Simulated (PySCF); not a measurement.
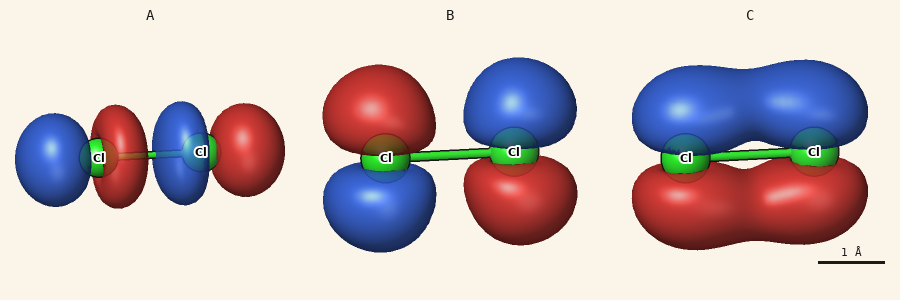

*Cl₂. Three frontier orbitals, each drawn at the value that holds 80 % of its norm (red and blue are the two phases), in no order; of a degenerate pair one member is drawn.*

Level of theory: PBE0/def2-SVPD, non-relativistic Hamiltonian with scalar-relativistic core potentials where named, at a bond length of 2.033 Å in PySCF.

**Label each orbital by symmetry, say whether it is occupied, and order them by energy.**

Orbital C: πu, occupied, −11.65 eV; with no node between the nuclei, bonding.
Orbital B: πg, occupied, −8.98 eV; antibonding, with a node between the atoms.
Orbital A: σu, empty, −3.80 eV; antibonding, with a node between the atoms.
